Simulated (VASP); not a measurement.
Band structure of AlN (wurtzite). Computed with MS2 meta-GGA, VASP's PBE PAW potentials (set 64) (plane waves; VASP).

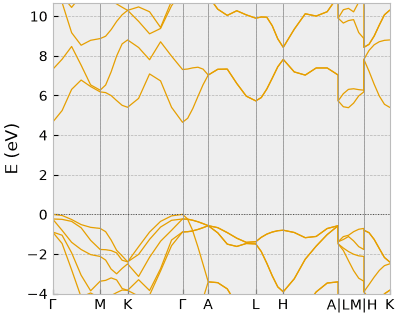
*Bands along high-symmetry lines, zero at the valence-band maximum or, without a gap, the Fermi level*

**Question.** Read the plot: is there a gap, and where are the band edges?

**Answer.** The gap is direct, 4.65 eV, from the valence maximum at Γ to the conduction minimum at Γ.

Measured: gap 6.51 eV (computed value off by -1.86 eV), as given by Martin Feneberg et al., Physical Review B (2010), doi:10.1103/physrevb.82.075208 [zero-point renormalisation of 0.417 eV (from the measured temperature dependence, row gaps:miglio2020:AlN_wz:gap_zpr, arXiv:2011.12765) added back].

The compound is AlN in the wurtzite structure. It was relaxed first.
